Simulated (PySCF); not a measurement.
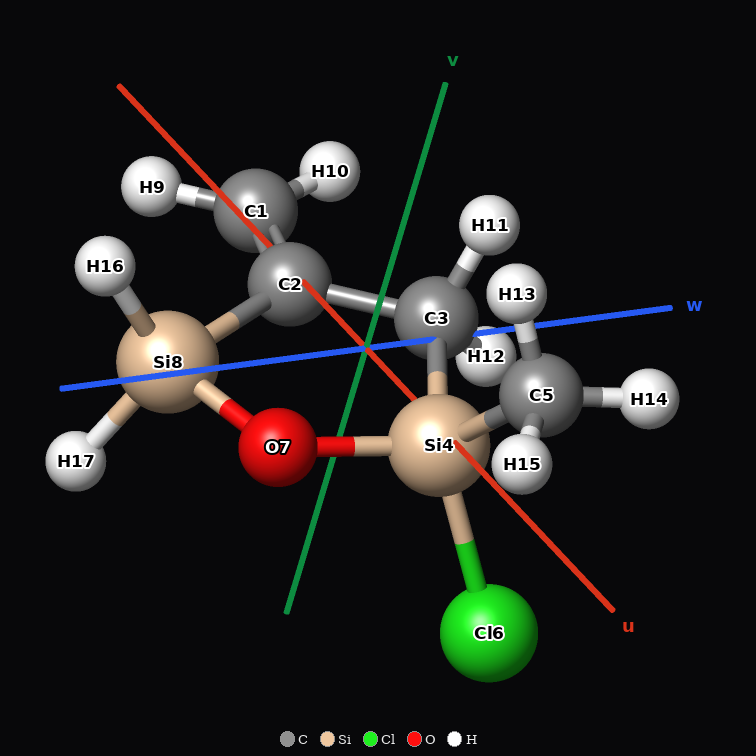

The lines u, v and w are the principal axes of the static dipole polarisability. Computed geometry: GFN2-xTB optimisation. No frequency run is at hand to confirm it as a minimum. Computed with ωB97X-D/def2-SVPD (PySCF 2.14.0).

> Along which axis is the molecule most polarisable, and along which least?

Most along u (close to the long direction C1···C5), least along v.

> Give the three principal values.

u 125.1, v 96.1, w 100.9 bohr³; mean 107.4, anisotropy 27.0 bohr³.

The geometry is semi-empirical. Around Si such bond lengths and angles can be off by a tenth of an ångström or more and by several degrees, and values that hang on the shape move with them.
